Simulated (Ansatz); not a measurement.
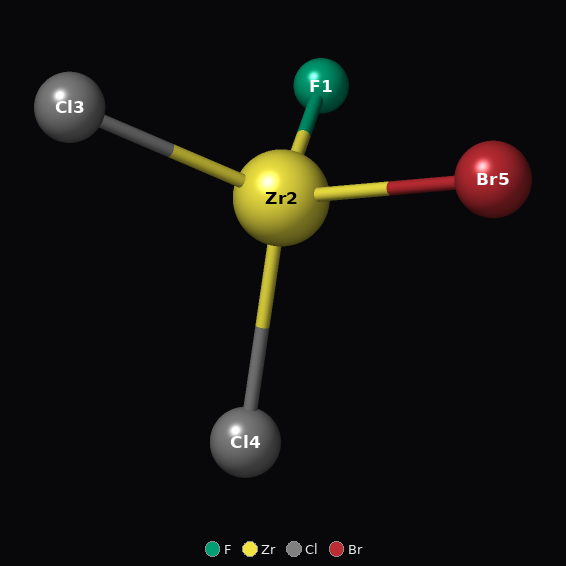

The species is neutral and a spin singlet. Sticks follow a distance rule. Harmonic vibrations computed with RKS PBE0-D4/def2-TZVP, core potentials on Zr (Ansatz 0.2.0) at a stationary point of the same level.

Q: Is this a minimum or a saddle point?

A: A minimum: no imaginary frequency, and the lowest mode lies at 82 cm⁻¹.

Q: How many vibrational modes are there, and where do they lie?

A: 9 modes: 82, 90, 104, 136, 145, 299, 411, 431, 692 cm⁻¹.
